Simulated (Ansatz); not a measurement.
# CH7NOSi (SMILES CO[SiH2]N) at BHLYP/cc-pVDZ

What is the vertical singlet–triplet gap of CH7NOSi at BHLYP/cc-pVDZ? 

The results are computed with Ansatz 0.2.0.

123 further runs of the same task are left out: 123 set aside as unsound or not needed.

### Step 1. Starting point

CH7NOSi: 11 atoms, total charge 0, spin state singlet. As SMILES, `CO[SiH2]N`. The coordinates come from a PBE0-D4/def2-TZVP relaxation. This is one conformer, not always the lowest.

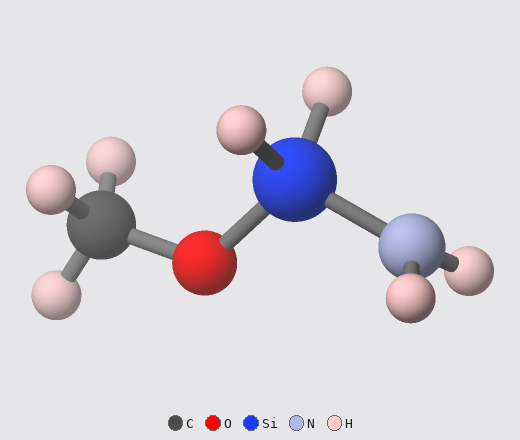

Viewed from a chosen angle; carbon dark grey, oxygen red, silicon blue, nitrogen light blue, hydrogen pink.

### Step 2. A single-point energy at BHLYP/cc-pVDZ

run.yaml reads:

```yaml
crystal:
  periodic: [false, false, false]
  atoms:
    - {symbol: C, position_ang: [-0.655300, 1.711900, 0.500200]}
    - {symbol: O, position_ang: [-0.610600, 0.508700, -0.227100]}
    - {symbol: Si, position_ang: [0.533800, -0.642700, 0.054300]}
    - {symbol: N, position_ang: [0.344700, -2.006900, -0.943700]}
    - {symbol: H, position_ang: [0.258400, 2.302900, 0.362300]}
    - {symbol: H, position_ang: [-1.501500, 2.301200, 0.142400]}
    - {symbol: H, position_ang: [-0.790700, 1.531800, 1.573800]}
    - {symbol: H, position_ang: [0.421900, -1.079900, 1.472300]}
    - {symbol: H, position_ang: [1.874600, -0.055000, -0.212100]}
    - {symbol: H, position_ang: [-0.403400, -2.661100, -0.783300]}
    - {symbol: H, position_ang: [0.593600, -1.968000, -1.918400]}
basis:
  gaussian:
    orbitals: cc-pVDZ
magnetization:
  spin_polarized: false
hamiltonian:
  xc: {name: BHLYP}
accuracy: high
output: {orbitals: {seedname: orbitals}}
```

Started as:

```sh
ansatz run run.yaml --threads 1 --pin off --max-ram 3480MiB --events-out events.jsonl --progress --plain --runs-dir runs
```

What it wrote:

```text
Warning: RAYON_NUM_THREADS=1 ignored (pool sized by the plan → 1); use --threads N
Functional definition: BHLYP
  name "BHLYP"
  parameter a = 0.5
  exchange = (1 - a)*b88_x + a*exact_x
  correlation = lyp_c
2294 factors; integrals over basis functions are off by at most 6.4e-9 eV
mean field evaluation 1: about -12558.5049 eV, gradient 5.4e1 eV
mean field evaluation 2: about -12558.0762 eV, gradient 5.5e1 eV
mean field evaluation 4: about -12563.9642 eV, gradient 2.1e0 eV
mean field evaluation 8: about -12564.4613 eV, gradient 2.8e-1 eV
mean field evaluation 16: about -12564.4616 eV, gradient 2.6e-5 eV
mean field -12564.46160919 eV, -461.7354476399 hartree, gradient 4.0e-8 eV, S^2 0.000000; 0 other end points of the search recorded, 0 dependent functions left out
reference -12564.46163831 eV, -461.7354487100 hartree; 21, 21 occupied and 74, 74 virtual orbitals, 2294 factors
Total energy: -12564.46163831 eV, -461.7354487100 hartree
```

Wall time 10 s (1 thread of Arm Neoverse V2, shared host); peak memory 0.34 GiB.

### Step 3. The triplet

Changes to run.yaml since step 2:

```diff
@@ -6,3 +6,3 @@
     - {symbol: Si, position_ang: [0.533800, -0.642700, 0.054300]}
-    - {symbol: N, position_ang: [0.344700, -2.006900, -0.943700]}
+    - {symbol: "N", position_ang: [0.344700, -2.006900, -0.943700]}
     - {symbol: H, position_ang: [0.258400, 2.302900, 0.362300]}
@@ -17,4 +17,2 @@
     orbitals: cc-pVDZ
-magnetization:
-  spin_polarized: false
 hamiltonian:
@@ -22,2 +20,5 @@
 accuracy: high
+magnetization:
+  spin_polarized: true
+  initial_magnetization: 2
 output: {orbitals: {seedname: orbitals}}
```

Started as:

```sh
ansatz run run.yaml --threads 1 --pin off --max-ram 3480MiB --events-out events.jsonl --progress --plain --runs-dir runs
```

What it wrote:

```text
Warning: RAYON_NUM_THREADS=1 ignored (pool sized by the plan → 1); use --threads N
[... 5 set-up lines as earlier in the session ...]
2294 factors; integrals over basis functions are off by at most 6.4e-9 eV
mean field evaluation 1: about -12548.7442 eV, gradient 3.9e1 eV
mean field evaluation 2: about -12541.0340 eV, gradient 5.6e1 eV
mean field evaluation 4: about -12556.0152 eV, gradient 6.2e0 eV
mean field evaluation 8: about -12556.4811 eV, gradient 5.6e0 eV
mean field evaluation 16: about -12557.6244 eV, gradient 4.6e-5 eV
mean field -12557.62440483 eV, -461.4841850138 hartree, gradient 3.2e-8 eV, S^2 2.003304; 2 other end points of the search recorded, 0 dependent functions left out
reference -12557.62443623 eV, -461.4841861680 hartree; 22, 20 occupied and 73, 75 virtual orbitals, 2294 factors
Total energy: -12557.62443623 eV, -461.4841861680 hartree
```

Run time: 17 s. Hardware: 1 thread of Arm Neoverse V2, shared host; peak memory 0.47 GiB.

### Step 4. Results

At BHLYP/cc-pVDZ:

| quantity | value |
| --- | --- |
| singlet: total energy | -461.73545 Eh |
| singlet: HOMO energy | -8.91 eV |
| singlet: LUMO energy | 2.34 eV |
| singlet: HOMO–LUMO gap | 11.25 eV |
| triplet: total energy | -461.48419 Eh |
| triplet: HOMO energy (highest over α and β) | -1.87 eV |
| triplet: ⟨S²⟩ | 2.003 |
| vertical energy of the triplet above the singlet | 6.837 eV |

In words: At this shape the triplet lies 6.84 eV (660 kJ/mol) above the singlet.
